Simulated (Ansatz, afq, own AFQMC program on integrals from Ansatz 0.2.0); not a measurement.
**AlSiH2 (doublet): AFQMC on the coupled-cluster ladder at scale of all distances = 0.878, cc-pVDZ, part 1 of 2**

Aim: compute AlSiH2 (doublet) with auxiliary-field quantum Monte Carlo on the same integrals as coupled cluster, and set the energies side by side.

Method: cc-pVDZ, frozen cores; program: Ansatz 0.2.0, Gaussian basis, and an in-house AFQMC program (afq) on its integrals; all values are calculated.

The runs, in order: PBE (unrestricted); r2SCAN (unrestricted); PBE0 (unrestricted); B3LYP (unrestricted); wB97M-V (unrestricted); B2PLYP (unrestricted); CCSD(T) on UHF; CCSDT(Q) on UHF; Phaseless AFQMC, single-determinant trial on UHF; Free-projection AFQMC, CISD trial on UHF; CCSD(T) on ROHF; CCSDT(Q) on ROHF; Phaseless AFQMC, CISD trial on ROHF; Phaseless AFQMC, single-determinant trial on ROHF; Free-projection AFQMC, CISD trial on ROHF.

6 further runs of the same task are left out: 6 that didn't finish.

### 1 What is computed

The geometry derives from a PBE0/def2-TZVP stationary point (not a proven minimum). All distances are scaled together.

4 atoms, charge 0, spin multiplicity 2.

Atoms are counted from 1 here; the program's logs count them from 0.

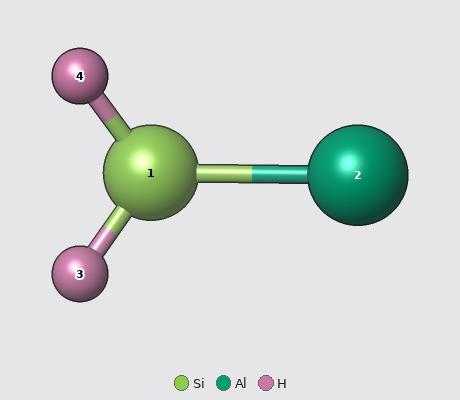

The geometry (silicon green, aluminium teal, hydrogen pink); atoms are numbered from 1 in the order of the file.

Geometry (Å):

```xyz
4

Si   -0.04945    0.00000    1.01565
Al    0.02676    0.00000   -1.18595
H     0.33083   -1.04428    1.72323
H     0.33083    1.04428    1.72323
```

### 2 PBE (unrestricted)

Contents of in.yaml:

```yaml
crystal:
  periodic: [false, false, false]
  atoms:
    - {symbol: Si, position_ang: [-0.049450, 0.000000, 1.015649]}
    - {symbol: Al, position_ang: [0.026755, 0.000000, -1.185953]}
    - {symbol: H, position_ang: [0.330835, -1.044282, 1.723228]}
    - {symbol: H, position_ang: [0.330835, 1.044282, 1.723228]}
basis:
  gaussian: {orbitals: cc-pVDZ}
magnetization: {spin_polarized: true, initial_magnetization: 1}
hamiltonian: {xc: {name: PBE}}
output: {orbitals: {seedname: orbitals}}
```

Run with:

```console
> ansatz run in.yaml --threads 1 --pin off --events-out ev --progress --plain --max-ram 1382MiB
```

Standard output:

```text
Functional definition: PBE
  name "PBE"
  cite "Perdew, Burke & Ernzerhof, Phys. Rev. Lett. 77, 3865 (1996) doi:10.1103/PhysRevLett.77.3865"
  parent pbe
  parameter kappa = 0.804
  parameter beta = 0.06672455060314922
  exchange = pbe_x(kappa = kappa, mu = beta*pi^2/3)
  correlation = pbe_c(beta = beta)
451 factors; integrals over basis functions are off by at most 8.7e-4 eV
mean field evaluation 1: about -14491.8040 eV, gradient 1.8e1 eV
mean field evaluation 2: about -14464.8737 eV, gradient 5.2e1 eV
mean field evaluation 4: about -14495.5541 eV, gradient 2.3e0 eV
mean field evaluation 8: about -14495.6212 eV, gradient 2.1e-1 eV
mean field evaluation 16: about -14495.6224 eV, gradient 1.3e-4 eV
mean field evaluation 32: about -14493.7418 eV, gradient 3.9e0 eV
mean field -14495.62235178 eV, -532.7042959421 hartree, gradient 3.3e-5 eV, S^2 0.772651; 4 other end points of the search recorded, 0 dependent functions left out
reference -14495.62238345 eV, -532.7042971062 hartree; 15, 14 occupied and 31, 32 virtual orbitals, 451 factors
Total energy: -14495.62238345 eV, -532.7042971062 hartree
```

Run time: 4.4 s. Hardware: 1 thread of Intel Xeon at 2.50GHz (Skylake/Cascade Lake), shared host.

From the report: ⟨S²⟩ of the determinant 0.773 (pure doublet: 0.75).

### 3 r2SCAN (unrestricted)

in.yaml, as its differences from that of step 2:

```diff
@@ -10,3 +10,2 @@
 magnetization: {spin_polarized: true, initial_magnetization: 1}
-hamiltonian: {xc: {name: PBE}}
-output: {orbitals: {seedname: orbitals}}
+hamiltonian: {xc: {name: r2SCAN}}
```

Launched as before.

Standard output:

```text
Functional definition: r2SCAN
  name "r2SCAN"
  cite "Furness, Kaplan, Ning, Perdew & Sun, J. Phys. Chem. Lett. 11, 8208 (2020) doi:10.1021/acs.jpclett.0c02405"
  cite "Furness, Kaplan, Ning, Perdew & Sun, J. Phys. Chem. Lett. 11, 9248 (2020) doi:10.1021/acs.jpclett.0c03077"
  parent r2scan
  parameter k0 = 0.174
  parameter k1 = 0.065
  parameter a1 = 4.9479
  exchange = r2scan_x(k0 = k0, k1 = k1, a1 = a1)
  correlation = r2scan_c
451 factors; integrals over basis functions are off by at most 8.7e-4 eV
mean field evaluation 1: about -14498.6153 eV, gradient 1.6e1 eV
mean field evaluation 2: about -14484.8064 eV, gradient 3.8e1 eV
mean field evaluation 4: about -14501.8822 eV, gradient 1.6e0 eV
mean field evaluation 8: about -14501.9458 eV, gradient 2.0e-1 eV
mean field evaluation 16: about -14501.9489 eV, gradient 7.2e-4 eV
mean field evaluation 32: about -14500.8008 eV, gradient 4.2e0 eV
mean field -14501.94892115 eV, -532.9367930784 hartree, gradient 1.1e-5 eV, S^2 0.817184; 4 other end points of the search recorded, 0 dependent functions left out
reference -14501.94893309 eV, -532.9367935171 hartree; 15, 14 occupied and 31, 32 virtual orbitals, 451 factors
Total energy: -14501.94893309 eV, -532.9367935171 hartree
```

Run time: 8 s. Hardware: 1 thread of Intel Xeon at 2.50GHz (Skylake/Cascade Lake), shared host.

From the report: ⟨S²⟩ of the determinant 0.817 (pure doublet: 0.75).

### 4 PBE0 (unrestricted)

in.yaml, as its differences from that of step 3:

```diff
@@ -10,2 +10,3 @@
 magnetization: {spin_polarized: true, initial_magnetization: 1}
-hamiltonian: {xc: {name: r2SCAN}}
+hamiltonian: {xc: {name: PBE0}}
+output: {orbitals: {seedname: orbitals}}
```

The command is unchanged.

Standard output:

```text
Functional definition: PBE0
  name "PBE0"
  cite "Adamo & Barone, J. Chem. Phys. 110, 6158 (1999) doi:10.1063/1.478522"
  cite "Perdew, Burke & Ernzerhof, Phys. Rev. Lett. 77, 3865 (1996) doi:10.1103/PhysRevLett.77.3865"
  parent pbe
  parameter a = 0.25
  parameter kappa = 0.804
  parameter beta = 0.06672455060314922
  exchange = (1 - a)*pbe_x(kappa = kappa, mu = beta*pi^2/3) + a*exact_x
  correlation = pbe_c(beta = beta)
451 factors; integrals over basis functions are off by at most 8.7e-4 eV
mean field evaluation 1: about -14494.7882 eV, gradient 1.3e1 eV
mean field evaluation 2: about -14492.0886 eV, gradient 2.0e1 eV
mean field evaluation 4: about -14496.9992 eV, gradient 1.0e0 eV
mean field evaluation 8: about -14497.0941 eV, gradient 1.8e-1 eV
mean field evaluation 16: about -14497.0982 eV, gradient 3.6e-3 eV
mean field evaluation 32: about -14496.4481 eV, gradient 3.5e0 eV
mean field -14497.09824929 eV, -532.7585341751 hartree, gradient 2.5e-5 eV, S^2 0.801592; 3 other end points of the search recorded, 0 dependent functions left out
reference -14497.09827304 eV, -532.7585350480 hartree; 15, 14 occupied and 31, 32 virtual orbitals, 451 factors
Total energy: -14497.09827304 eV, -532.7585350480 hartree
```

Run time: 5 s. Hardware: 1 thread of Intel Xeon at 2.50GHz (Skylake/Cascade Lake), shared host.

From the report: ⟨S²⟩ of the determinant 0.802 (pure doublet: 0.75).

### 5 B3LYP (unrestricted)

in.yaml, as its differences from that of step 4:

```diff
@@ -10,3 +10,2 @@
 magnetization: {spin_polarized: true, initial_magnetization: 1}
-hamiltonian: {xc: {name: PBE0}}
-output: {orbitals: {seedname: orbitals}}
+hamiltonian: {xc: {name: B3LYP}}
```

Launched as before.

Standard output:

```text
Functional definition: B3LYP
  name "B3LYP"
  cite "Stephens, Devlin, Chabalowski & Frisch, J. Phys. Chem. 98, 11623 (1994) doi:10.1021/j100096a001"
  cite "Becke, Phys. Rev. A 38, 3098 (1988) doi:10.1103/PhysRevA.38.3098"
  cite "Lee, Yang & Parr, Phys. Rev. B 37, 785 (1988) doi:10.1103/PhysRevB.37.785"
  cite "Vosko, Wilk & Nusair, Can. J. Phys. 58, 1200 (1980) doi:10.1139/p80-159"
  parameter a0 = 0.2
  parameter ax = 0.72
  parameter ac = 0.81
  exchange = (1 - a0 - ax)*slater_x + ax*b88_x + a0*exact_x
  correlation = (1 - ac)*vwn_rpa_c + ac*lyp_c
451 factors; integrals over basis functions are off by at most 8.7e-4 eV
mean field evaluation 1: about -14502.2337 eV, gradient 1.4e1 eV
mean field evaluation 2: about -14498.5913 eV, gradient 2.2e1 eV
mean field evaluation 4: about -14504.6371 eV, gradient 1.2e0 eV
mean field evaluation 8: about -14504.7136 eV, gradient 1.1e-1 eV
mean field evaluation 16: about -14504.7147 eV, gradient 1.5e-3 eV
mean field evaluation 32: about -14504.7147 eV, gradient 2.6e-5 eV
mean field -14504.71466135 eV, -533.0384321560 hartree, gradient 2.6e-5 eV, S^2 0.776937; 3 other end points of the search recorded, 0 dependent functions left out
reference -14504.71486618 eV, -533.0384396833 hartree; 15, 14 occupied and 31, 32 virtual orbitals, 451 factors
Total energy: -14504.71486618 eV, -533.0384396833 hartree
```

Wall time 3.6 s (1 thread of Intel Xeon at 2.50GHz (Skylake/Cascade Lake), shared host).

From the report: ⟨S²⟩ of the determinant 0.777 (pure doublet: 0.75).

### 6 wB97M-V (unrestricted)

in.yaml, as its differences from that of step 5:

```diff
@@ -10,2 +10,3 @@
 magnetization: {spin_polarized: true, initial_magnetization: 1}
-hamiltonian: {xc: {name: B3LYP}}
+hamiltonian: {xc: {name: wB97M-V}}
+output: {orbitals: {seedname: orbitals}}
```

The command is unchanged.

Standard output:

```text
Functional definition: wB97M-V
  name "wB97M-V"
  cite "Mardirossian & Head-Gordon, J. Chem. Phys. 144, 214110 (2016) doi:10.1063/1.4952647"
  cite "Becke, J. Chem. Phys. 107, 8554 (1997) doi:10.1063/1.475007"
  cite "Vydrov & Van Voorhis, J. Chem. Phys. 133, 244103 (2010) doi:10.1063/1.3521275"
  # Of w^i u^j: cxij and so on, Table III.
  parameter omega = 0.3/bohr
  parameter cx = 0.15
  parameter cx01 = 1.007
  parameter cx10 = 0.259
  parameter css00 = 0.443
  parameter css04 = -1.437
  parameter css10 = -4.535
  parameter css20 = -3.390
  parameter css43 = 4.278
  parameter cos00 = 1.000
  parameter cos10 = 1.358
  parameter cos20 = 2.924
  parameter cos21 = -8.812
  parameter cos60 = -1.390
  parameter cos61 = 9.142
  parameter b = 6.0
  parameter c = 0.01
  gx(w, u) = 1 - cx + cx01*u + cx10*w
  gss(w, u) = css00 + css04*u^4 + css10*w + css20*w^2 + css43*w^4*u^3
  gos(w, u) = cos00 + cos10*w + (cos20 + cos21*u)*w^2 + (cos60 + cos61*u)*w^6
  exchange = spin_sum(e_x_unif_sr(omega)*gx(b97_w, b97_u_x)) + cx*exact_x_sr(omega) + exact_x_lr(omega)
  correlation = spin_sum(e_c_pw_mod_same_spin*gss(b97_w, b97_u_same))
      + integral(e_c_pw_mod_opposite_spin*gos(b97_w_opposite, b97_u_opposite)) + vv10(b, c)
451 factors; integrals over basis functions are off by at most 8.7e-4 eV
168 factors; integrals over basis functions are off by at most 1.0e-5 eV
mean field evaluation 1: about -14501.1173 eV, gradient 9.3e0 eV
mean field evaluation 2: about -14501.9414 eV, gradient 5.7e0 eV
mean field evaluation 4: about -14502.2711 eV, gradient 4.9e-1 eV
mean field evaluation 8: about -14502.3366 eV, gradient 2.7e-1 eV
mean field evaluation 16: about -14502.3554 eV, gradient 1.5e-2 eV
mean field evaluation 32: about -14501.4319 eV, gradient 3.0e0 eV
mean field -14502.35546984 eV, -532.9517334669 hartree, gradient 3.2e-5 eV, S^2 0.764800; 3 other end points of the search recorded, 0 dependent functions left out
reference -14502.35550490 eV, -532.9517347556 hartree; 15, 14 occupied and 31, 32 virtual orbitals, 451 factors
Total energy: -14502.35550490 eV, -532.9517347556 hartree
```

Wall time 17 s (1 thread of Intel Xeon at 2.50GHz (Skylake/Cascade Lake), shared host).

From the report: ⟨S²⟩ of the determinant 0.765 (pure doublet: 0.75).

### 7 B2PLYP (unrestricted)

in.yaml, as its differences from that of step 6:

```diff
@@ -10,3 +10,3 @@
 magnetization: {spin_polarized: true, initial_magnetization: 1}
-hamiltonian: {xc: {name: wB97M-V}}
-output: {orbitals: {seedname: orbitals}}
+hamiltonian: {xc: {name: B2PLYP}}
+correlation: {electrons: outside_noble_gas}
```

The command is unchanged.

Standard output:

```text
Functional definition: B2PLYP
  name "B2PLYP"
  cite "Grimme, J. Chem. Phys. 124, 034108 (2006) doi:10.1063/1.2148954"
  cite "Becke, Phys. Rev. A 38, 3098 (1988) doi:10.1103/PhysRevA.38.3098"
  cite "Lee, Yang & Parr, Phys. Rev. B 37, 785 (1988) doi:10.1103/PhysRevB.37.785"
  parameter a = 0.53
  parameter c = 0.27
  exchange = (1 - a)*b88_x + a*exact_x
  correlation = (1 - c)*lyp_c + c*(mp2_os + mp2_ss)
451 factors; integrals over basis functions are off by at most 8.7e-4 eV
mean field evaluation 1: about -14493.9831 eV, gradient 1.0e1 eV
mean field evaluation 2: about -14493.9845 eV, gradient 1.0e1 eV
mean field evaluation 4: about -14495.3854 eV, gradient 1.0e0 eV
mean field evaluation 8: about -14495.4714 eV, gradient 2.9e-1 eV
mean field evaluation 16: about -14495.4852 eV, gradient 2.4e-3 eV
mean field evaluation 32: about -14495.4628 eV, gradient 2.9e-1 eV
mean field -14495.48518780 eV, -532.6992552589 hartree, gradient 5.5e-6 eV, S^2 0.830002; 4 other end points of the search recorded, 0 dependent functions left out
10 core orbitals not correlated: weight in the atoms' cores, before any rotation towards them, 1.000 or more for the frozen orbitals, at most 0.000 for the correlated occupied ones
reference -14495.48531749 eV, -532.6992600251 hartree; 5, 4 occupied and 31, 32 virtual orbitals, 451 factors
second order -4.56767372 eV of doubles, -0.00000000 eV of singles
Total energy: -14496.71858940 eV, -532.7445819316 hartree
```

Wall time 5.5 s (1 thread of Intel Xeon at 2.50GHz (Skylake/Cascade Lake), shared host).

From the report: ⟨S²⟩ of the determinant 0.830 (pure doublet: 0.75).

### 8 CCSD(T) on UHF

in.yaml, as its differences from that of step 7:

```diff
@@ -10,3 +10,2 @@
 magnetization: {spin_polarized: true, initial_magnetization: 1}
-hamiltonian: {xc: {name: B2PLYP}}
-correlation: {electrons: outside_noble_gas}
+correlation: {method: ccsd_t, electrons: outside_noble_gas, hamiltonian_folder: ham}
```

Same command.

Standard output:

```text
Functional definition: HF
  name "HF"
  cite "Fock, Z. Phys. 61, 126 (1930) doi:10.1007/BF01340294"
  parent pbe
  exchange = exact_x
  correlation = 0
451 factors; integrals over basis functions are off by at most 8.7e-4 eV
mean field evaluation 1: about -14472.2208 eV, gradient 8.9e0 eV
mean field evaluation 2: about -14472.2238 eV, gradient 8.9e0 eV
mean field evaluation 4: about -14473.5767 eV, gradient 1.6e0 eV
mean field evaluation 8: about -14473.8575 eV, gradient 2.5e-1 eV
mean field evaluation 16: about -14473.3756 eV, gradient 3.8e0 eV
mean field evaluation 32: about -14473.8644 eV, gradient 8.0e-4 eV
mean field evaluation 64: about -14473.8626 eV, gradient 5.3e-2 eV
mean field evaluation 96: about -14473.8173 eV, gradient 7.6e-1 eV
mean field evaluation 128: about -14473.3299 eV, gradient 1.6e-1 eV
mean field evaluation 160: about -14473.3343 eV, gradient 1.3e-1 eV
mean field evaluation 192: about -14473.3374 eV, gradient 8.3e-2 eV
mean field evaluation 224: about -14473.3390 eV, gradient 5.6e-2 eV
mean field evaluation 256: about -14473.3404 eV, gradient 5.7e-2 eV
mean field evaluation 288: about -14472.4812 eV, gradient 2.8e-5 eV
mean field -14473.86437600 eV, -531.9047050803 hartree, gradient 5.7e-6 eV, S^2 1.023670; 9 other end points of the search recorded, 0 dependent functions left out
determinant -14473.86437600 eV, -531.9047050803 hartree, with singles and doubles -14478.38477551 eV, -532.0708266983 hartree
determinant -14472.48115429 eV, -531.8538726201 hartree, with singles and doubles -14476.71198788 eV, -532.0093528866 hartree
10 core orbitals not correlated: weight in the atoms' cores, before any rotation towards them, 1.000 or more for the frozen orbitals, at most 0.000 for the correlated occupied ones
reference -14473.86437600 eV, -531.9047050803 hartree; 5, 4 occupied and 31, 32 virtual orbitals, 451 factors
second order -3.39046782 eV of doubles, -0.00000000 eV of singles
cycle   1  -4.52120182 eV  change   -8.0e-4 eV  update   3.0e-3
cycle   2  -4.52218045 eV  change   -9.8e-4 eV  update   2.2e-3
cycle   3  -4.52273725 eV  change   -5.6e-4 eV  update   1.2e-3
cycle   4  -4.52320223 eV  change   -4.6e-4 eV  update   7.1e-4
cycle   5  -4.52451279 eV  change   -1.3e-3 eV  update   3.4e-4
cycle   6  -4.52497413 eV  change   -4.6e-4 eV  update   1.4e-4
cycle   7  -4.52505858 eV  change   -8.4e-5 eV  update   9.3e-5
cycle   8  -4.52498347 eV  change    7.5e-5 eV  update   6.5e-5
cycle   9  -4.52496742 eV  change    1.6e-5 eV  update   4.7e-5
cycle  10  -4.52498052 eV  change   -1.3e-5 eV  update   3.1e-5
cycle  11  -4.52497936 eV  change    1.2e-6 eV  update   1.3e-5
cycle  12  -4.52497023 eV  change    9.1e-6 eV  update   4.7e-6
cycle  13  -4.52496765 eV  change    2.6e-6 eV  update   1.9e-6
perturbative correction -0.13510430 eV, -0.0049649916 hartree
Total energy: -14478.52444795 eV, -532.0759595660 hartree
```

Wall time 15 s (1 thread of Intel Xeon at 2.50GHz (Skylake/Cascade Lake), shared host).

From the report: ⟨S²⟩ of the determinant 1.024 (pure doublet: 0.75); correlation -4.6601 eV; T1 0.055; largest double amplitude 0.09.

This run also writes the integrals to the folder ham.

### 9 CCSDT(Q) on UHF

in.yaml, as its differences from that of step 8:

```diff
@@ -10,2 +10,2 @@
 magnetization: {spin_polarized: true, initial_magnetization: 1}
-correlation: {method: ccsd_t, electrons: outside_noble_gas, hamiltonian_folder: ham}
+correlation: {method: ccsdt_q, electrons: outside_noble_gas}
```

The command is unchanged.

Standard output:

```text
Functional definition: HF
  name "HF"
  cite "Fock, Z. Phys. 61, 126 (1930) doi:10.1007/BF01340294"
  parent pbe
  exchange = exact_x
  correlation = 0
877 factors; integrals over basis functions are off by at most 1.7e-7 eV
mean field evaluation 1: about -14472.2208 eV, gradient 8.9e0 eV
mean field evaluation 2: about -14472.2238 eV, gradient 8.9e0 eV
mean field evaluation 4: about -14473.5769 eV, gradient 1.6e0 eV
mean field evaluation 8: about -14473.8576 eV, gradient 2.5e-1 eV
mean field evaluation 16: about -14473.3757 eV, gradient 3.8e0 eV
mean field evaluation 32: about -14473.8644 eV, gradient 8.0e-4 eV
mean field evaluation 64: about -14473.8627 eV, gradient 5.3e-2 eV
mean field evaluation 96: about -14473.8176 eV, gradient 7.5e-1 eV
mean field evaluation 128: about -14473.3298 eV, gradient 1.6e-1 eV
mean field evaluation 160: about -14473.3337 eV, gradient 1.3e-1 eV
mean field evaluation 192: about -14473.3376 eV, gradient 6.5e-2 eV
mean field evaluation 224: about -14473.3390 eV, gradient 5.6e-2 eV
mean field evaluation 256: about -14473.3404 eV, gradient 5.7e-2 eV
mean field evaluation 288: about -14472.4812 eV, gradient 2.9e-5 eV
mean field -14473.86442253 eV, -531.9047067903 hartree, gradient 6.2e-6 eV, S^2 1.023674; 9 other end points of the search recorded, 0 dependent functions left out
determinant -14473.86442253 eV, -531.9047067903 hartree, with singles and doubles -14478.38482087 eV, -532.0708283652 hartree
determinant -14472.48120710 eV, -531.8538745610 hartree, with singles and doubles -14476.71202601 eV, -532.0093542880 hartree
10 core orbitals not correlated: weight in the atoms' cores, before any rotation towards them, 1.000 or more for the frozen orbitals, at most 0.000 for the correlated occupied ones
reference -14473.86442253 eV, -531.9047067903 hartree; 5, 4 occupied and 31, 32 virtual orbitals, 877 factors
second order -3.39049029 eV of doubles, -0.00000000 eV of singles
cycle   1  -4.07660959 eV  change   -6.9e-1 eV  update   9.2e-2
cycle   2  -4.53267914 eV  change   -4.6e-1 eV  update   5.3e-2
cycle   3  -4.62522133 eV  change   -9.3e-2 eV  update   3.3e-2
cycle   4  -4.66574328 eV  change   -4.1e-2 eV  update   2.2e-2
cycle   5  -4.68212321 eV  change   -1.6e-2 eV  update   1.1e-2
cycle   6  -4.69067969 eV  change   -8.6e-3 eV  update   7.2e-3
cycle   7  -4.69496010 eV  change   -4.3e-3 eV  update   4.5e-3
cycle   8  -4.69963392 eV  change   -4.7e-3 eV  update   3.1e-3
cycle   9  -4.69966969 eV  change   -3.6e-5 eV  update   2.0e-3
cycle  10  -4.69947827 eV  change    1.9e-4 eV  update   1.4e-3
cycle  11  -4.70048027 eV  change   -1.0e-3 eV  update   1.1e-3
cycle  12  -4.70087179 eV  change   -3.9e-4 eV  update   8.9e-4
cycle  13  -4.70142657 eV  change   -5.5e-4 eV  update   5.8e-4
cycle  14  -4.70114753 eV  change    2.8e-4 eV  update   3.1e-4
cycle  15  -4.70093657 eV  change    2.1e-4 eV  update   1.5e-4
cycle  16  -4.70093012 eV  change    6.4e-6 eV  update   7.8e-5
cycle  17  -4.70092436 eV  change    5.8e-6 eV  update   4.6e-5
cycle  18  -4.70090930 eV  change    1.5e-5 eV  update   2.7e-5
cycle  19  -4.70089102 eV  change    1.8e-5 eV  update   1.5e-5
cycle  20  -4.70086767 eV  change    2.3e-5 eV  update   7.9e-6
cycle  21  -4.70085530 eV  change    1.2e-5 eV  update   4.1e-6
cycle  22  -4.70085341 eV  change    1.9e-6 eV  update   2.0e-6
cycle  23  -4.70085245 eV  change    9.5e-7 eV  update   1.2e-6
cycle  24  -4.70085238 eV  change    7.5e-8 eV  update   7.1e-7
perturbative correction -0.00838723 eV, -0.0003082252 hartree
Total energy: -14478.57366214 eV, -532.0777681540 hartree
```

It took 46 s on 1 thread of Intel Xeon at 2.50GHz (Skylake/Cascade Lake), shared host; peak memory 0.27 GiB.

From the report: ⟨S²⟩ of the determinant 1.024 (pure doublet: 0.75); correlation -4.7092 eV; T1 0.060; largest double amplitude 0.10.

(Continued in part 2 of 2.)
